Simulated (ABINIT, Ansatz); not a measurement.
# A GW chain in ABINIT: LiF (Griceite)

Aim: the G0W0 gap of LiF (Griceite) on PBE, step by step.

Main program and level: ABINIT 10.8.3; PBE and many-body steps on it, plane waves.

## (1) The structure

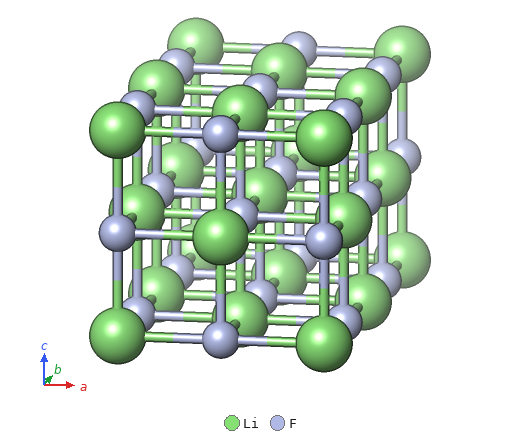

The cell as given, slightly off an axis (lithium green, fluorine light blue). 1×2×1 cells are drawn. This picture shows the conventional cell, with its axes. Some periodic images of atoms are drawn too.

The cell and positions come from the Crystallography Open Database and are kept as given unless a step says otherwise.

## (2) Ground state

This step: ABINIT 10.8.3; DFT, PBE, plane waves, norm-conserving pseudopotentials.

The ground-state density comes first.

File run.abi:

```
acell 3*1.0 Angstrom
rprim 
  -0.000000000000 2.014000000000 2.014000000000
  2.014000000000 -0.000000000000 2.014000000000
  2.014000000000 2.014000000000 -0.000000000000
ntypat 2
znucl 3 9
natom 2
typat 1 2
xred 
  0.000000000000 0.000000000000 0.000000000000
  0.500000000000 0.500000000000 0.500000000000
pp_dirpath "pseudos"
pseudos "Li.upf, F.upf"
ecut 36
ngkpt 8 8 8
nshiftk 1
shiftk 0 0 0
kptopt 1
chksymbreak 0
nband 10
occopt 1
tolvrs 1e-10
nstep 60
prtwf 0
optforces 0
optstress 0
indata_prefix "in"
outdata_prefix "out"
tmpdata_prefix "tmp"
```

Command:

```bash
$ OMP_NUM_THREADS=1 mpirun -n 8 abinit run.abi > log
```

Numbers of over 12 decimals in the logs are rounded to 6 here.

The log of the run:

```text
.Version 10.8.3 of ABINIT. v10.8.2 released Aug 2026.

 Symmetries : space group Fm -3 m (#225); Bravais cF (face-center cubic)
================================================================================
 Values of the parameters that define the memory need of the present run
     intxc =       0    ionmov =       0      iscf =       7    lmnmax =       5
     lnmax =       5     mgfft =      30  mpssoang =       3    mqgrid =    3001
     natom =       2  nloc_mem =       1    nspden =       1   nspinor =       1
    nsppol =       1      nsym =      48    n1xccc =    2501    ntypat =       2
    occopt =       1   xclevel =       2
-    mband =          10        mffmem =           1         mkmem =           4
       mpw =        1155          nfft =       27000          nkpt =          29
================================================================================
  Rough estimation (10% accuracy) of disk space for files :
================================================================================

--------------------------------------------------------------------------------
------------- Echo of variables that govern the present computation ------------
--------------------------------------------------------------------------------
 -outvars: echo values of preprocessed input variables --------
            acell      1.8897261259E+00  1.8897261259E+00  1.8897261259E+00 Bohr

      chksymbreak           0
             ecut      3.60000000E+01 Hartree
-          fftalg         312

              ixc     -101130
              kpt      0.00000000E+00  0.00000000E+00  0.00000000E+00
                       1.25000000E-01  0.00000000E+00  0.00000000E+00
                       2.50000000E-01  0.00000000E+00  0.00000000E+00
                       3.75000000E-01  0.00000000E+00  0.00000000E+00
                       5.00000000E-01  0.00000000E+00  0.00000000E+00
                       1.25000000E-01  1.25000000E-01  0.00000000E+00
                       2.50000000E-01  1.25000000E-01  0.00000000E+00
                       3.75000000E-01  1.25000000E-01  0.00000000E+00
                       5.00000000E-01  1.25000000E-01  0.00000000E+00
   [... 18 further rows ...]
                      -3.75000000E-01  5.00000000E-01  1.25000000E-01
                      -2.50000000E-01  5.00000000E-01  2.50000000E-01
         kptrlatt        8    0    0      0    8    0      0    0    8
          kptrlen      4.30589384E+01
P           mkmem           4
            natom           2
            nband          10
            ngfft          30      30      30
             nkpt          29
            nstep          60
             nsym          48
           ntypat           2
              occ      2.000000  2.000000  2.000000  2.000000  2.000000  0.000000
                       0.000000  0.000000  0.000000  0.000000
        optforces           0
        optstress           0
            prtwf           0
            rprim     -0.0000000000E+00  2.0140000000E+00  2.0140000000E+00
[...]
spgroup         225

           tolvrs      1.00000000E-10

             xred      0.0000000000E+00  0.0000000000E+00  0.0000000000E+00
[...]
znucl        3.00000    9.00000

================================================================================

 chkinp: Checking input parameters for consistency.

================================================================================
== DATASET  1 ==================================================================
-   mpi_nproc: 8, omp_nthreads: 1 (-1 if OMP is not activated)

--- !DatasetInfo
iteration_state: {dtset: 1, }
dimensions: {natom: 2, nkpt: 29, mband: 10, nsppol: 1, nspinor: 1, nspden: 1, mpw: 1155, }
cutoff_energies: {ecut:  36.0, pawecutdg:  -1.0, }
electrons: {nelect:   1.00000000E+01, charge:   0.00000000E+00, occopt:   1.00000000E+00, tsmear:   1.00000000E-02, }

 Real(R)+Recip(G) space primitive vectors, cartesian coordinates (Bohr,Bohr^-1):
 R(1)=  0.0000000  3.8059084  3.8059084  G(1)= -0.1313747  0.1313747  0.1313747
 R(2)=  3.8059084  0.0000000  3.8059084  G(2)=  0.1313747 -0.1313747  0.1313747
 R(3)=  3.8059084  3.8059084  0.0000000  G(3)=  0.1313747  0.1313747 -0.1313747
 Unit cell volume ucvol=  1.1025670E+02 bohr^3
 Angles (23,13,12)=  6.00000000E+01  6.00000000E+01  6.00000000E+01 degrees

 getcut: wavevector=  0.0000  0.0000  0.0000  ngfft=  30  30  30
         ecut(hartree)=     36.000   => boxcut(ratio)=   2.06592

--- Pseudopotential description ------------------------------------------------
- Li Generated using ONCVPSP code by D. R. Hamann
-  3.00000   3.00000  171031                  znucl, zion, pspdat
12 -101130 1 -1 1944                          pspcod,pspxc,lmax,lloc,mmax
     nproj     2     2     0
  pspatm : epsatm=    2.74360059
         --- l  ekb(1:nproj) -->
[...]
pspatm: atomic psp has been read  and splines computed

- F Generated using ONCVPSP code by D. R. Hamann
-  9.00000   7.00000  171031                  znucl, zion, pspdat
12 -101130 2 -1 832                           pspcod,pspxc,lmax,lloc,mmax
     nproj     2     2     1
  pspatm : epsatm=    4.87625608
         --- l  ekb(1:nproj) -->
[...]
1   -3.955629   -1.291931
             2   -2.441503
 pspatm: atomic psp has been read  and splines computed

   7.61985667E+01                                ecore*ucvol(ha*bohr**3)
--------------------------------------------------------------------------------

_setup2: Arith. and geom. avg. npw (full set) are    1137.021    1137.006

================================================================================

--- !BeginCycle
iteration_state: {dtset: 1, }
solver: {iscf: 7, nstep: 60, nline: 4, wfoptalg: 0, }
tolerances: {tolvrs: 1.00E-10, }

     iter   Etot(hartree)      deltaE(h)  residm     vres2
 ETOT  1  -31.947926793313    -3.195E+01 1.669E-01 1.045E+02
 ETOT  2  -31.964561375793    -1.663E-02 8.094E-04 7.177E+01
 ETOT  3  -31.990029328046    -2.547E-02 1.499E-03 2.299E+00
 ETOT  4  -31.990759094639    -7.298E-04 6.646E-04 9.345E-03
 ETOT  5  -31.990761378694    -2.284E-06 1.832E-04 1.498E-04
 ETOT  6  -31.990761394038    -1.534E-08 9.196E-05 6.269E-06
 ETOT  7  -31.990761394117    -7.882E-11 1.076E-04 1.867E-08
 ETOT  8  -31.990761394121    -4.118E-12 4.822E-05 1.008E-10
 ETOT  9  -31.990761394121    -2.380E-13 5.416E-05 1.898E-12

 At SCF step    9       vres2   =  1.90E-12 < tolvrs=  1.00E-10 =>converged.

--- !ResultsGS
iteration_state: {dtset: 1, }
comment   : Summary of ground state results
lattice_vectors:
- [ -0.0000000,   3.8059084,   3.8059084, ]
- [  3.8059084,  -0.0000000,   3.8059084, ]
- [  3.8059084,   3.8059084,  -0.0000000, ]
lattice_lengths: [   5.38237,    5.38237,    5.38237, ]
lattice_angles: [ 60.000,  60.000,  60.000, ] # degrees, (23, 13, 12)
lattice_volume:   1.1025670E+02
convergence: {deltae: -2.380E-13, res2:  1.898E-12, residm:  5.416E-05, diffor:  0.000E+00, }
etotal    :  -3.19907614E+01
entropy   :   0.00000000E+00
fermie    :  -3.57929276E-02
cartesian_stress_tensor: null
pressure_GPa: null
xred      :
- [  0.0000E+00,   0.0000E+00,   0.0000E+00, Li]
- [  5.0000E-01,   5.0000E-01,   5.0000E-01,  F]
cartesian_forces: null
force_length_stats: {min: null, max: null, mean: null, }

 Integrated electronic density in atomic spheres:
 ------------------------------------------------
 Atom  Sphere_radius  Integrated_density
    1        2.00000          2.33072837
    2        2.00000          7.09534579
================================================================================

 ----iterations are completed or convergence reached----

 Mean square residual over all n,k,spin=   30.366E-08; max=  54.155E-06
 reduced coordinates (array xred) for    2 atoms
       0.000000000000      0.000000000000      0.000000000000
       0.500000000000      0.500000000000      0.500000000000
 rms dE/dt=  0.0000E+00; max dE/dt=  0.0000E+00; dE/dt below (all hartree)
    1       0.000000000000      0.000000000000      0.000000000000
    2       0.000000000000      0.000000000000      0.000000000000

 cartesian coordinates (angstrom) at end:
    1      0.000000     0.000000     0.000000
    2      2.014000     2.014000     2.014000
 length scales=  1.889726125908  1.889726125908  1.889726125908 bohr
              =  1.000000000000  1.000000000000  1.000000000000 angstroms
 prteigrs : about to open file out_EIG
 Fermi (or HOMO) energy (hartree) =  -0.03579   Average Vxc (hartree)=  -0.36444
 Eigenvalues (hartree) for nkpt=  29  k points:
 kpt#   1, nband= 10, wtk=  0.00195, kpt=  0.0000  0.0000  0.0000 (reduced coord)
  -1.53679   -0.76691   -0.03579   -0.03579   -0.03579    0.29916    0.84586    0.84586
   0.84586    0.86111
 prteigrs : prtvol=0 or 1, do not print more k-points.

--- !EnergyTerms
iteration_state     : {dtset: 1, }
comment             : Components of total free energy in Hartree
kinetic             :  2.15157252958555E+01
hartree             :  8.33874810505751E+00
xc                  : -7.30237829568626E+00
Ewald energy        : -2.04741383175823E+01
psp_core            :  6.91101453022233E-01
local_psp           : -2.75093152449752E+01
non_local_psp       : -7.25050438981244E+00
total_energy        : -3.19907613941210E+01
total_energy_eV     : -8.70512964598443E+02
band_energy         : -5.03991163694276E+00

== END DATASET(S) ==============================================================
================================================================================

 -outvars: echo values of variables after computation  --------
           etotal     -3.1990761394E+01
            nband          10
             nkpt          29
          spgroup         225
 [... the other variables as echoed above ...]

 Calculation completed.
```

Wall time 3.5 s (8 MPI ranks of AMD EPYC 7B13 (Zen 3), shared host); peak memory 0.54 GiB; 26 s of CPU time.

Numbers from this step:

```yaml
total_energy: -870.5130 eV
gap: 9.114 eV
k_of_the_valence_top: 0, 0, 0
k_of_the_conduction_bottom: 0, 0, 0
least_direct_gap: 9.114 eV
```

The gap is direct, at Γ.

## (3) Bands along the symmetry lines

Levels along a band path, at the cheap level, show where the edges lie and whether the meshes to come will hold them.

File run.abi:

```
acell 3*1.0 Angstrom
rprim 
  -0.000000000000 2.014000000000 2.014000000000
  2.014000000000 -0.000000000000 2.014000000000
  2.014000000000 2.014000000000 -0.000000000000
ntypat 2
znucl 3 9
natom 2
typat 1 2
xred 
  0.000000000000 0.000000000000 0.000000000000
  0.500000000000 0.500000000000 0.500000000000
pp_dirpath "pseudos"
pseudos "Li.upf, F.upf"
ecut 36
iscf -2
irdden 1
kptopt 0
nkpt 50
kpt 
  0.00000000 0.00000000 0.00000000
  0.06250000 0.00000000 0.06250000
  0.12500000 0.00000000 0.12500000
  0.18750000 0.00000000 0.18750000
  0.25000000 0.00000000 0.25000000
  0.31250000 0.00000000 0.31250000
  0.37500000 0.00000000 0.37500000
  0.43750000 0.00000000 0.43750000
  0.50000000 0.00000000 0.50000000
  0.51562500 0.03125000 0.51562500
  0.53125000 0.06250000 0.53125000
  0.54687500 0.09375000 0.54687500
  0.56250000 0.12500000 0.56250000
  0.57812500 0.15625000 0.57812500
  0.59375000 0.18750000 0.59375000
  0.60937500 0.21875000 0.60937500
  0.62500000 0.25000000 0.62500000
  0.37500000 0.37500000 0.75000000
  0.32812500 0.32812500 0.65625000
  0.28125000 0.28125000 0.56250000
  0.23437500 0.23437500 0.46875000
  0.18750000 0.18750000 0.37500000
  0.14062500 0.14062500 0.28125000
  0.09375000 0.09375000 0.18750000
  0.04687500 0.04687500 0.09375000
  0.00000000 0.00000000 0.00000000
  0.06250000 0.06250000 0.06250000
  0.12500000 0.12500000 0.12500000
  0.18750000 0.18750000 0.18750000
  0.25000000 0.25000000 0.25000000
  0.31250000 0.31250000 0.31250000
  0.37500000 0.37500000 0.37500000
  0.43750000 0.43750000 0.43750000
  0.50000000 0.50000000 0.50000000
  0.50000000 0.46875000 0.53125000
  0.50000000 0.43750000 0.56250000
  0.50000000 0.40625000 0.59375000
  0.50000000 0.37500000 0.62500000
  0.50000000 0.34375000 0.65625000
  0.50000000 0.31250000 0.68750000
  0.50000000 0.28125000 0.71875000
  0.50000000 0.25000000 0.75000000
  0.50000000 0.21875000 0.71875000
  0.50000000 0.18750000 0.68750000
  0.50000000 0.15625000 0.65625000
  0.50000000 0.12500000 0.62500000
  0.50000000 0.09375000 0.59375000
  0.50000000 0.06250000 0.56250000
  0.50000000 0.03125000 0.53125000
  0.50000000 0.00000000 0.50000000
istwfk *1
nband 12
nbdbuf 2
tolwfr 1e-08
nstep 40
prtwf 0
prtvol 0
indata_prefix "in"
outdata_prefix "out"
tmpdata_prefix "tmp"
```

The log of the run:

```text
.Version 10.8.3 of ABINIT. v10.8.2 released Aug 2026.

 Symmetries : space group Fm -3 m (#225); Bravais cF (face-center cubic)
[... echo of the input left out ...]
== DATASET  1 ==================================================================
-   mpi_nproc: 8, omp_nthreads: 1 (-1 if OMP is not activated)

--- !DatasetInfo
iteration_state: {dtset: 1, }
dimensions: {natom: 2, nkpt: 50, mband: 12, nsppol: 1, nspinor: 1, nspden: 1, mpw: 1159, }
cutoff_energies: {ecut:  36.0, pawecutdg:  -1.0, }
electrons: {nelect:   1.00000000E+01, charge:   0.00000000E+00, occopt:   1.00000000E+00, tsmear:   1.00000000E-02, }

 Real(R)+Recip(G) space primitive vectors, cartesian coordinates (Bohr,Bohr^-1):
 R(1)=  0.0000000  3.8059084  3.8059084  G(1)= -0.1313747  0.1313747  0.1313747
 R(2)=  3.8059084  0.0000000  3.8059084  G(2)=  0.1313747 -0.1313747  0.1313747
 R(3)=  3.8059084  3.8059084  0.0000000  G(3)=  0.1313747  0.1313747 -0.1313747
 Unit cell volume ucvol=  1.1025670E+02 bohr^3
 Angles (23,13,12)=  6.00000000E+01  6.00000000E+01  6.00000000E+01 degrees

 getcut: wavevector=  0.0000  0.0000  0.0000  ngfft=  30  30  30
         ecut(hartree)=     36.000   => boxcut(ratio)=   2.06592

--- Pseudopotential description ------------------------------------------------
- Li Generated using ONCVPSP code by D. R. Hamann
-  3.00000   3.00000  171031                  znucl, zion, pspdat
12 -101130 1 -1 1944                          pspcod,pspxc,lmax,lloc,mmax
     nproj     2     2     0
  pspatm : epsatm=    2.74360059
         --- l  ekb(1:nproj) -->
             0   -4.951544   -1.544797
             1   -2.250661   -0.474685
 pspatm: atomic psp has been read  and splines computed

- F Generated using ONCVPSP code by D. R. Hamann
-  9.00000   7.00000  171031                  znucl, zion, pspdat
12 -101130 2 -1 832                           pspcod,pspxc,lmax,lloc,mmax
     nproj     2     2     1
  pspatm : epsatm=    4.87625608
         --- l  ekb(1:nproj) -->
             0    6.519403    1.070094
[...]
2   -2.441503
 pspatm: atomic psp has been read  and splines computed

--------------------------------------------------------------------------------

================================================================================
 prteigrs : about to open file out_EIG
 Non-SCF case, kpt    1 (  0.00000  0.00000  0.00000), residuals and eigenvalues=
  1.01E-09  5.13E-09  2.60E-09  1.11E-09  8.69E-09  1.41E-09  9.90E-09  7.00E-09
  1.85E-09  5.34E-09  6.62E-09  9.18E-09
 -1.5368E+00 -7.6691E-01 -3.5793E-02 -3.5793E-02 -3.5793E-02  2.9916E-01
  8.4586E-01  8.4586E-01  8.4586E-01  8.6111E-01  8.6111E-01  8.6111E-01
 Non-SCF case, kpt    2 (  0.06250  0.00000  0.06250), residuals and eigenvalues=
  7.00E-10  3.41E-09  2.30E-09  9.27E-10  3.83E-09  4.76E-09  3.59E-09  3.69E-09
  1.57E-09  1.30E-09  2.62E-09  8.07E-09
 -1.5367E+00 -7.6616E-01 -3.9580E-02 -3.7234E-02 -3.7234E-02  3.0512E-01
[...]
Non-SCF case, kpt    3 (  0.12500  0.00000  0.12500), residuals and eigenvalues=
  1.03E-09  1.65E-09  4.83E-09  2.59E-09  8.93E-09  7.28E-09  2.62E-09  4.56E-09
  9.81E-10  6.45E-09  2.43E-08  1.31E-07
[...]
Non-SCF case, kpt   49 (  0.50000  0.03125  0.53125), residuals and eigenvalues=
[...]
Non-SCF case, kpt   50 (  0.50000  0.00000  0.50000), residuals and eigenvalues=
[...]
-1.5341E+00 -7.4133E-01 -1.4541E-01 -7.2167E-02 -7.2167E-02  5.0889E-01
  5.7222E-01  6.0688E-01  7.0865E-01  7.0865E-01  1.1915E+00  1.3727E+00

--- !ResultsGS
iteration_state: {dtset: 1, }
comment   : Summary of ground state results
lattice_vectors:
- [ -0.0000000,   3.8059084,   3.8059084, ]
- [  3.8059084,  -0.0000000,   3.8059084, ]
- [  3.8059084,   3.8059084,  -0.0000000, ]
lattice_lengths: [   5.38237,    5.38237,    5.38237, ]
lattice_angles: [ 60.000,  60.000,  60.000, ] # degrees, (23, 13, 12)
lattice_volume:   1.1025670E+02
convergence: {deltae:  0.000E+00, res2:  0.000E+00, residm:  9.983E-09, diffor:  0.000E+00, }
etotal    :  -3.19907614E+01
entropy   :   0.00000000E+00
fermie    :  -3.57929276E-02
cartesian_stress_tensor: null
pressure_GPa: null
xred      :
- [  0.0000E+00,   0.0000E+00,   0.0000E+00, Li]
- [  5.0000E-01,   5.0000E-01,   5.0000E-01,  F]
cartesian_forces: null
force_length_stats: {min: null, max: null, mean: null, }

 Integrated electronic density in atomic spheres:
 ------------------------------------------------
 Atom  Sphere_radius  Integrated_density
[...]
================================================================================

 ----iterations are completed or convergence reached----

 Mean square residual over all n,k,spin=   34.951E-10; max=  99.834E-10
 reduced coordinates (array xred) for    2 atoms
       0.000000000000      0.000000000000      0.000000000000
       0.500000000000      0.500000000000      0.500000000000

 cartesian coordinates (angstrom) at end:
[...]
length scales=  1.889726125908  1.889726125908  1.889726125908 bohr
              =  1.000000000000  1.000000000000  1.000000000000 angstroms
 prteigrs : about to open file out_EIG
 Eigenvalues (hartree) for nkpt=  50  k points:
 kpt#   1, nband= 12, wtk=  1.00000, kpt=  0.0000  0.0000  0.0000 (reduced coord)
[...]
kpt#   2, nband= 12, wtk=  1.00000, kpt=  0.0625  0.0000  0.0625 (reduced coord)
[...]
kpt#   3, nband= 12, wtk=  1.00000, kpt=  0.1250  0.0000  0.1250 (reduced coord)
[...]
kpt#  49, nband= 12, wtk=  1.00000, kpt=  0.5000  0.0313  0.5313 (reduced coord)
  -1.53409   -0.74137   -0.14480   -0.07300   -0.07190    0.50895    0.56927    0.60688
   0.70719    0.71517    1.19294    1.37836
 kpt#  50, nband= 12, wtk=  1.00000, kpt=  0.5000  0.0000  0.5000 (reduced coord)
  -1.53409   -0.74133   -0.14541   -0.07217   -0.07217    0.50889    0.57222    0.60688
   0.70865    0.70865    1.19154    1.37274

== END DATASET(S) ==============================================================
================================================================================

 -outvars: echo values of variables after computation  --------
            nband          12
             nkpt          50
          spgroup         225
 [... the other variables as echoed above ...]

 Calculation completed.
```

Elapsed: 2.8 s, on 8 MPI ranks; peak memory 0.07 GiB; 21 s of CPU time.

Numbers from this step:

| Property | Result |
| --- | --- |
| gap | 9.114 eV |
| k of the valence top | 0.0469, 0.0469, 0.0938 |
| k of the conduction bottom | 0, 0, 0 |
| least direct gap | 9.114 eV |

The gap is 9.114 eV, −0.001 eV from the run before at this level.

The electronic bands at the labelled points (eV, zero at the top of the highest filled band; v1 is the highest filled band, c1 the lowest empty one):

| point | v4 | v3 | v2 | v1 | c1 | c2 | c3 | c4 |
| --- | --- | --- | --- | --- | --- | --- | --- | --- |
| Γ | -19.90 | 0.00 | 0.00 | 0.00 | 9.11 | 23.99 | 23.99 | 23.99 |
| X | -19.20 | -2.98 | -0.99 | -0.99 | 14.82 | 16.54 | 17.49 | 20.26 |
| U | -19.24 | -2.48 | -1.55 | -0.73 | 14.53 | 14.92 | 18.45 | 19.69 |
| jump to K | -19.24 | -2.48 | -1.55 | -0.73 | 14.53 | 14.92 | 18.45 | 19.69 |
| Γ | -19.90 | 0.00 | 0.00 | 0.00 | 9.11 | 23.99 | 23.99 | 23.99 |
| L | -19.46 | -2.50 | -0.23 | -0.23 | 10.83 | 16.74 | 18.94 | 18.94 |
| W | -19.23 | -2.06 | -2.06 | -0.79 | 15.08 | 15.08 | 17.48 | 19.28 |
| X | -19.20 | -2.98 | -0.99 | -0.99 | 14.82 | 16.54 | 17.49 | 20.26 |

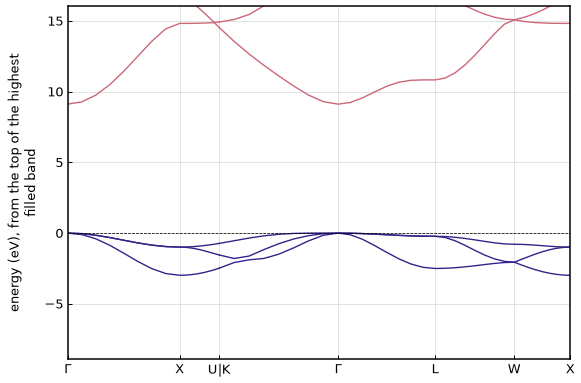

Electronic bands along the path; lines of filled and empty bands in two colours.

(Continued in part 2 of 2.)

[Paths, hosts, dates, memory and timing lines, banners, echoed tables and standing remarks are left out of the program output.]

[Logs are printed without paths, hosts, clocks, repeated set-up lines and the standing remarks that a program may print on its own settings, such as how far it seeks lower states.]

[Runs of the session that timed out or met a known fault of the program may be left out.]

[Hosts, paths, dates, database ids (printed as entryN), source tags and the programs' standing remarks are cut or masked in the printed files.]

[G0W0 gaps are taken among the corrected bands and points alone; a level outside them can change the order at an edge.]

[Where Ansatz stands beside ABINIT at settings called matched, ABINIT's density can come from a denser mesh and the files from another edition; pairs whose starting gaps differed by over 0.03 eV were left out, so agreement reads better than it is.]
